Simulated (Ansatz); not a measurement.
Consider CH9SbSi2.

The calculation's input:

```
crystal:
  periodic: [false, false, false]
  atoms:
    - {symbol: Si, position_ang: [-1.354701, 0.276899, 1.296839]}
    - {symbol: C, position_ang: [-0.152535, -1.058601, 0.773624]}
    - {symbol: Si, position_ang: [1.180150, -0.461880, -0.406228]}
    - {symbol: Sb, position_ang: [0.117405, 0.583563, -2.510809]}
    - {symbol: H, position_ang: [-2.113053, 0.759489, 0.109979]}
    - {symbol: H, position_ang: [-2.328364, -0.233008, 2.299286]}
    - {symbol: H, position_ang: [-0.624176, 1.430387, 1.886598]}
    - {symbol: H, position_ang: [-0.714927, -1.866753, 0.294125]}
    - {symbol: H, position_ang: [0.329304, -1.481030, 1.662002]}
    - {symbol: H, position_ang: [2.063386, 0.511096, 0.290999]}
    - {symbol: H, position_ang: [2.020081, -1.604546, -0.863508]}
    - {symbol: H, position_ang: [1.667658, 1.017183, -3.084604]}
    - {symbol: H, position_ang: [-0.069930, 2.092403, -1.733503]}
basis:
  gaussian: {orbitals: def2-TZVPP}
hamiltonian: {xc: pbe0, dispersion: d4}
output: {orbitals: {seedname: orbitals}}
```

Run with:

```sh
ansatz run in.yaml --threads 4 --pin off --events-out ev --progress --plain --max-ram 10444MiB
```

Geometry: PBE0-D4/def2-TZVP; core potentials replace the inner electrons of Sb.

Method: RKS PBE0-D4/def2-TZVPP (Ansatz).

What can the converged electron density and electron localisation function tell about the bonding?

C–Si (1.87 Å): the density is about 0.94 e/Å³ at the midpoint; the ELF peaks at about 0.95 between the atoms; localised, covalent bonding.
Si–H (1.49 Å): ρ is about 0.81 e/Å³ halfway; the ELF climbs to about 1 towards the hydrogen, as it does in any bond to H.

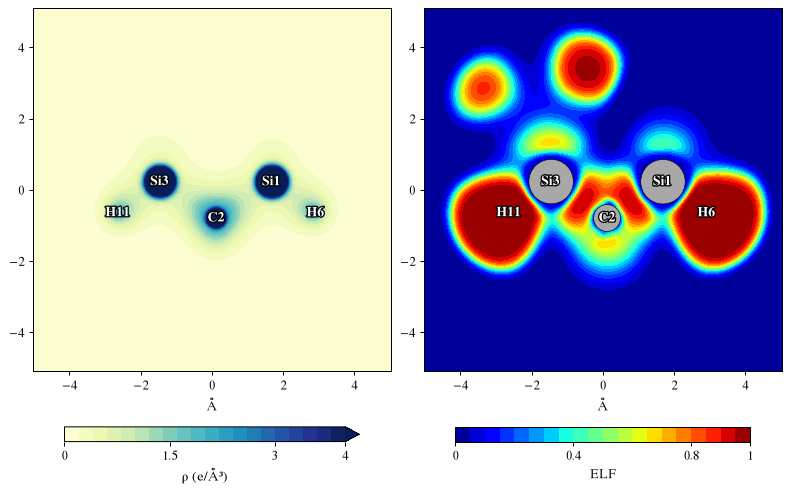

Computed electron density and electron localisation function on the plane of atoms C2, Si1 and H6, in this order. Grey discs cover the atomic cores in the ELF map. 
